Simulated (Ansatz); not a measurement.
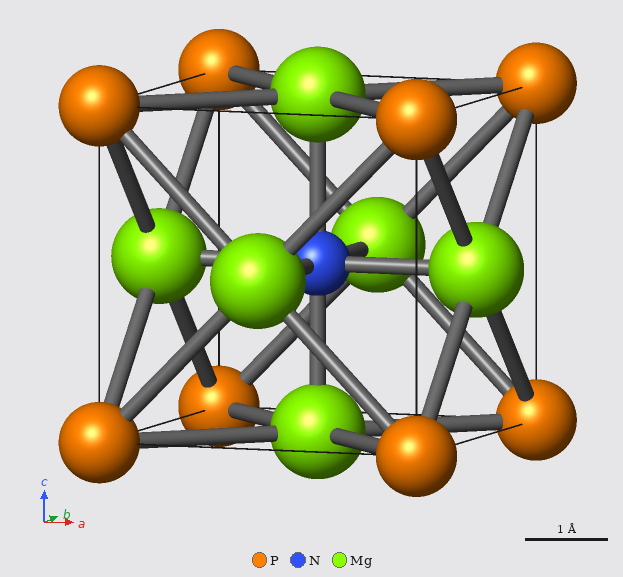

Crystal structure, ball-and-stick style, seen slightly off an axis. The conventional unit cell is outlined; an atom on or near a face, edge or corner is repeated at each equivalent position.

Mg3PN, cubic antiperovskite, space group Pm-3m (No. 221), a = 4.152 Å, b = 4.152 Å, c = 4.152 Å, α = 90.00°, β = 90.00°, γ = 90.00°. The cell started as a structure type filled with these elements by a generator (whether the compound takes this form wasn't checked). Earlier steps of the study may have refined or changed the cell and positions. A calculation with Ansatz used it as input.

This one geometry was computed with Ansatz (DFT, plane waves, PAW) at six levels of theory: LDA, LC-wPBE, r2SCAN, HSE06, PBE0 and PBE. It was relaxed beforehand with r2SCAN.

Which level gives the highest pressure at this volume, and what does that say about its equilibrium volume?

Answer. Highest: PBE (2.2 GPa), which points to the largest equilibrium volume. Lowest, with the smallest volume: LDA (-3.2 GPa). Levels within 0.5 GPa of each other can't be told apart.

How does the band gap change with the level of theory?

Answer. LDA: a gap of 1.69 eV, direct; PBE: a gap of 1.76 eV, direct; r2SCAN: a gap of 2.20 eV, direct; HSE06: a gap of 2.51 eV, direct; PBE0: a gap of 3.19 eV, direct; LC-wPBE: a gap of 6.99 eV, direct.

Collect the results in a table.

Answer.
| level | cutoff (eV) | k-mesh of the run's cell | gap (eV) | pressure (GPa) |
| --- | --- | --- | --- | --- |
| LDA | 420 | 6×6×6 | 1.69 | -3.2 |
| LC-wPBE | 420 | 4×4×4 | 6.99 | -2.1 |
| r2SCAN | 500 | 6×6×6 | 2.20 | 0.0 |
| HSE06 | 420 | 4×4×4 | 2.51 | -0.2 |
| PBE0 | 420 | 4×4×4 | 3.19 | -0.3 |
| PBE | 420 | 6×6×6 | 1.76 | 2.2 |

Gaps are taken on the k-mesh or band path of each run.
